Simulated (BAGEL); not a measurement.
# RI-MP2/def2-SVP (density fitting with qzvpp-jkfit) run of BH3S2O (SMILES OB(S)S)

Aim: the energy change on altering one bond length of BH3S2O at RI-MP2/def2-SVP (density fitting with qzvpp-jkfit), from 2 runs. 

The results are computed with BAGEL 1.2.2.

1 further run of the same task is left out (set aside as unsound or not needed). Runs told in other sessions of the task aren't counted.

**1. The molecule**

BH3S2O: 7 atoms, total charge 0, spin state singlet. SMILES: `OB(S)S`. The coordinates come from a PBE0-D4/def2-TZVP relaxation. This is one conformer, not always the lowest.

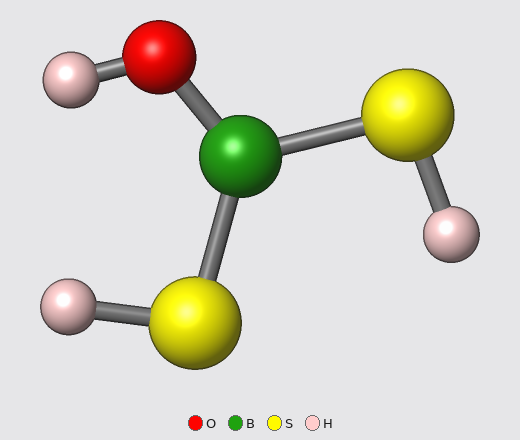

The structure, seen from a chosen angle (oxygen red, boron green, sulfur yellow, hydrogen pink).

**2. A single-point energy at RI-MP2/def2-SVP (density fitting with qzvpp-jkfit)**

The input, calc.json:

```json
{ "bagel" : [

{
  "title" : "molecule",
  "basis" : "svp",
  "df_basis" : "qzvpp-jkfit",
  "angstrom" : true,
  "geometry" : [
    { "atom" : "O", "xyz" : [   -1.258000,    0.682600,    0.409800 ] },
    { "atom" : "B", "xyz" : [   -0.068200,    0.046200,    0.279300 ] },
    { "atom" : "S", "xyz" : [    0.797400,   -0.326900,    1.829100 ] },
    { "atom" : "S", "xyz" : [    0.697600,   -0.445200,   -1.298000 ] },
    { "atom" : "H", "xyz" : [   -1.708400,    0.874500,   -0.414600 ] },
    { "atom" : "H", "xyz" : [    1.861600,   -0.919300,    1.266500 ] },
    { "atom" : "H", "xyz" : [   -0.260700,    0.020100,   -2.117700 ] }
  ]
},
{ "title" : "hf" },
{ "title" : "mp2", "ncore" : 12 }

]}
```

Command:

```
$ BAGEL_NUM_THREADS=1 BAGEL calc.json > calc.out
```

The program printed:

```text
* using 1 threads per process

  ===============================================================
  ===============================================================

  *** Geometry ***

  { "atom" : "O", "xyz" : [     -2.377275,      1.289927,      0.774410 ] },
  { "atom" : "B", "xyz" : [     -0.128879,      0.087305,      0.527801 ] },
  { "atom" : "S", "xyz" : [      1.506868,     -0.617751,      3.456498 ] },
  { "atom" : "S", "xyz" : [      1.318273,     -0.841306,     -2.452865 ] },
  { "atom" : "H", "xyz" : [     -3.228408,      1.652565,     -0.783480 ] },
  { "atom" : "H", "xyz" : [      3.517914,     -1.737225,      2.393338 ] },
  { "atom" : "H", "xyz" : [     -0.492652,      0.037983,     -4.001873 ] },

  Number of auxiliary basis functions:      462

  Since a DF basis is specified, we compute 2- and 3-index integrals:
    o Being stored without compression. Storage requirement is 0.023 GB

  Number of basis functions:       79
  Number of electrons      :       48

    * METHOD: MOLECULE                             0.18

  *** RHF ***

  === Nuclear Repulsion ===
   188.6229054300

      * DIIS with orbital gradients will be used.

  === RHF iteration (svp) ===
      0       -895.97273256          0.01800747           0.07
      1       -896.08729255          0.01177076           0.07
      2       -896.13980656          0.00155917           0.07
      3       -896.14170220          0.00031388           0.06
      4       -896.14178293          0.00008623           0.06
      5       -896.14178978          0.00002273           0.06
      6       -896.14179024          0.00000833           0.07
      7       -896.14179031          0.00000184           0.06
      8       -896.14179031          0.00000060           0.06
      9       -896.14179031          0.00000019           0.06
     10       -896.14179031          0.00000007           0.06
     11       -896.14179031          0.00000002           0.06
     12       -896.14179031          0.00000001           0.07
    * SCF iteration converged.

    * Permanent dipole moment:
           (    0.367998,    -0.141004,     0.988978) a.u.

    * METHOD: HF                                   0.97

  *** RHF ***

  === Nuclear Repulsion ===
   188.6229054300

      * DIIS with orbital gradients will be used.

  === RHF iteration (svp) ===
      0       -896.14179031          0.00000000           0.06
    * SCF iteration converged.

    * Permanent dipole moment:
           (    0.367998,    -0.141004,     0.988978) a.u.

  === DF-MP2 calculation ===

    * freezing 12 orbitals
    * 3-index integral transformation done
    * assembly done

      MP2 correlation energy:   -0.5322745885      0.03

      MP2 total energy:       -896.6740648997

    * METHOD: MP2                                  0.17

  ===============================================================
```

It took 1.5 s on 1 thread of Arm Neoverse V2, shared host; peak memory 0.11 GiB.

**3. The distorted shape at the same level**

The input, input.json:

```json
{ "bagel": [

{
  "title": "molecule",
  "basis": "svp",
  "df_basis": "qzvpp-jkfit",
  "angstrom": true,
  "geometry": [
    { "atom": "O", "xyz": [      -1.122859,       0.625021,       0.657158 ] },
    { "atom": "B", "xyz": [       0.066941,      -0.011379,       0.526658 ] },
    { "atom": "S", "xyz": [       0.932541,      -0.384479,       2.076458 ] },
    { "atom": "S", "xyz": [       0.832741,      -0.502779,      -1.050642 ] },
    { "atom": "H", "xyz": [      -1.708400,       0.874500,      -0.414600 ] },
    { "atom": "H", "xyz": [       1.996741,      -0.976879,       1.513858 ] },
    { "atom": "H", "xyz": [      -0.125559,      -0.037479,      -1.870342 ] }
  ]
},

{ "title": "hf" },

{ "title": "mp2", "ncore": 12 }

]}
```

Command:

```
$ BAGEL_NUM_THREADS=1 BAGEL input.json > input.out
```

The program printed:

```text
* using 1 threads per process

  ===============================================================
  ===============================================================

  *** Geometry ***

  { "atom" : "O", "xyz" : [     -2.121896,      1.181119,      1.241849 ] },
  { "atom" : "B", "xyz" : [      0.126500,     -0.021503,      0.995239 ] },
  { "atom" : "S", "xyz" : [      1.762247,     -0.726560,      3.923937 ] },
  { "atom" : "S", "xyz" : [      1.573652,     -0.950115,     -1.985426 ] },
  { "atom" : "H", "xyz" : [     -3.228408,      1.652565,     -0.783480 ] },
  { "atom" : "H", "xyz" : [      3.773294,     -1.846034,      2.860777 ] },
  { "atom" : "H", "xyz" : [     -0.237272,     -0.070825,     -3.534434 ] },

  Number of auxiliary basis functions:      462

  Since a DF basis is specified, we compute 2- and 3-index integrals:
    o Being stored without compression. Storage requirement is 0.023 GB

  Number of basis functions:       79
  Number of electrons      :       48

    * METHOD: MOLECULE                             0.19

  *** RHF ***

  === Nuclear Repulsion ===
   187.2175550439

      * DIIS with orbital gradients will be used.

  === RHF iteration (svp) ===
      0       -895.89262668          0.01881891           0.07
      1       -896.00213380          0.01412091           0.07
      2       -896.08308593          0.00174840           0.07
      3       -896.08556281          0.00038193           0.07
      4       -896.08569664          0.00011801           0.07
      5       -896.08571096          0.00003462           0.06
      6       -896.08571231          0.00001403           0.07
      7       -896.08571252          0.00000461           0.07
      8       -896.08571255          0.00000178           0.07
      9       -896.08571255          0.00000070           0.07
     10       -896.08571255          0.00000018           0.07
     11       -896.08571255          0.00000006           0.07
     12       -896.08571255          0.00000002           0.07
     13       -896.08571255          0.00000001           0.07
    * SCF iteration converged.

    * Permanent dipole moment:
           (    0.452448,    -0.179731,     1.092929) a.u.

    * METHOD: HF                                   1.12

  *** RHF ***

  === Nuclear Repulsion ===
   187.2175550439

      * DIIS with orbital gradients will be used.

  === RHF iteration (svp) ===
      0       -896.08571255          0.00000000           0.06
    * SCF iteration converged.

    * Permanent dipole moment:
           (    0.452448,    -0.179732,     1.092929) a.u.

  === DF-MP2 calculation ===

    * freezing 12 orbitals
    * 3-index integral transformation done
    * assembly done

      MP2 correlation energy:   -0.5439315739      0.03

      MP2 total energy:       -896.6296441264

    * METHOD: MP2                                  0.18

  ===============================================================
```

Run time: 1.7 s. Hardware: 1 thread of Arm Neoverse V2, shared host; peak memory 0.11 GiB.

**4. Results**

At RI-MP2/def2-SVP (density fitting with qzvpp-jkfit), 12 core orbitals frozen:

| quantity | value |
| --- | --- |
| first shape: total energy | -896.67406 Eh |
| first shape: correlation energy (12 core orbitals frozen) | -532.3 mEh |
| distorted shape: total energy | -896.62964 Eh |
| distorted shape: correlation energy (12 core orbitals frozen) | -543.9 mEh |
| energy change with the O1–H5 bond stretched from 0.959 to 1.247 Å | 1.209 eV |

What this shows: With the O1–H5 bond stretched from 0.959 to 1.247 Å the energy rises by 1.21 eV (28 kcal/mol). The first shape isn't relaxed at this level, so the change isn't measured from a minimum.
